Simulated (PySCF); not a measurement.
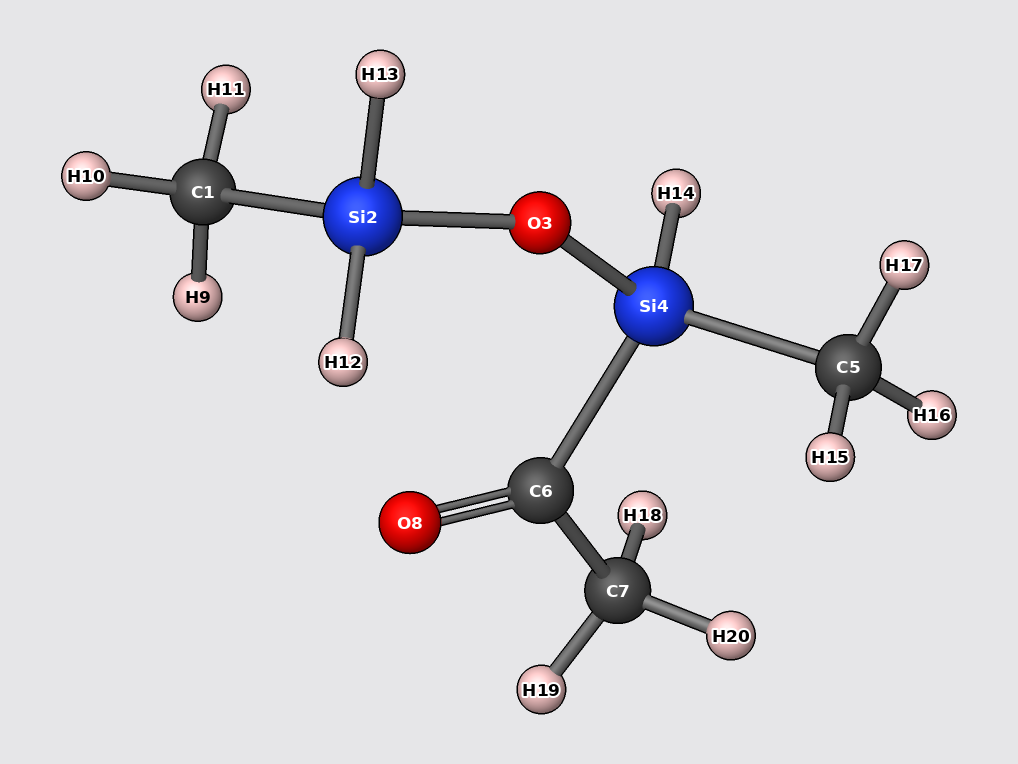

The questions are on isotropic NMR shieldings of the O atoms. The geometry was computed by an optimisation with GFN2-xTB. No frequency run is at hand to confirm it as a minimum. Properties computed with GIAO PBE0/pcSseg-1 NMR shielding, non-relativistic, gas phase (PySCF 2.14.0).

List the isotropic NMR shieldings of the O atoms.

```
atom  σ (ppm)
  O3    306.3
  O8   −489.7
```

The geometry is semi-empirical. Around Si such bond lengths and angles can be off by a tenth of an ångström or more and by several degrees, and values that hang on the shape move with them.
